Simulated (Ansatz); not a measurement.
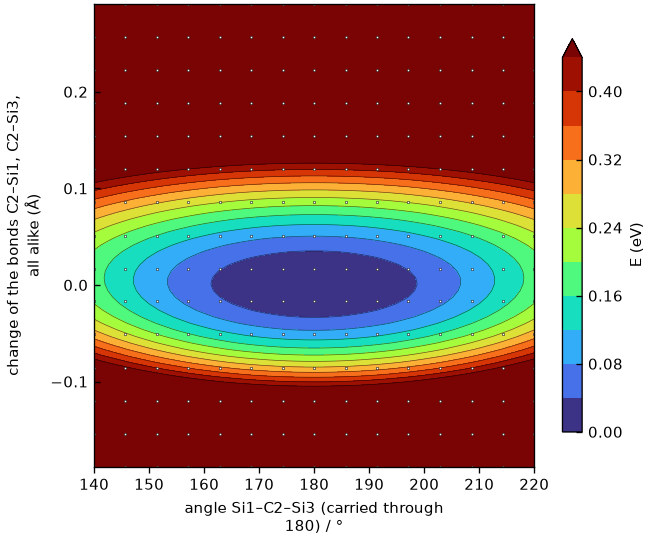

CH3Si2, SMILES [Si-]#C[SiH3], charge −1. The first coordinate is: angle Si1–C2–Si3 (carried through 180); the second: change of the bonds C2–Si1, C2–Si3, all alike. Nothing is relaxed (all other coordinates rigid). Grid: 15 × 15 points. Points are written as (first, second). All energies are given in eV relative to the relaxed molecule at the same level. The calculation used RKS PBE0-D4/def2-TZVPD (Ansatz).

Drawn: filled contours, dots at the grid points, one colour for all values above the top of the scale. Between grid points the surface is interpolated.

Estimate the position of the minimum and the force constants in these coordinates.

Answer. The interpolated minimum is at the first coordinate ≈ 180.0°, the second coordinate ≈ 0.000 Å. The curvatures there are about 0.76 eV/rad² and 68 eV/Å², with a cross term of about 0 eV/(rad·Å). Round the minimum the two coordinates are nearly uncoupled.
